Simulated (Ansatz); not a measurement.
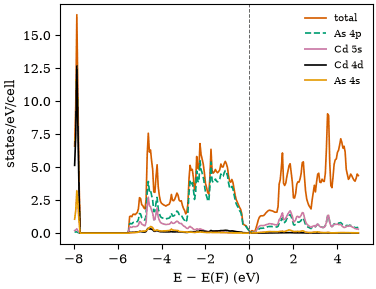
*Total and projected density of states of KCd4As3 in space group R-3m (No. 166; Pearson symbol hR8), DFT-PBEsol in the program Ansatz with PAW potentials*

### Question
Which orbitals carry the states next to the Fermi level?

### Answer
Within 0.5 eV of the Fermi level: As 4p 69 %, Cd 5s 15 %, outside the projected shells 10 %. Projections are on Löwdin-orthogonalised atomic valence shells; empty p or d shells of many metals are not among them.

The workflow started from an entry of the Crystallography Open Database (COD, 200 K). Whether it is the stable phase at ambient conditions was not checked. The cell was relaxed with PBEsol under the symmetry of its start; whether a distortion lowers the energy is not shown. A small band overlap can be real or an error of a semilocal functional. Spin–orbit coupling is left out wherever it is not named.

Potentials: the later of the program's two PAW sets.
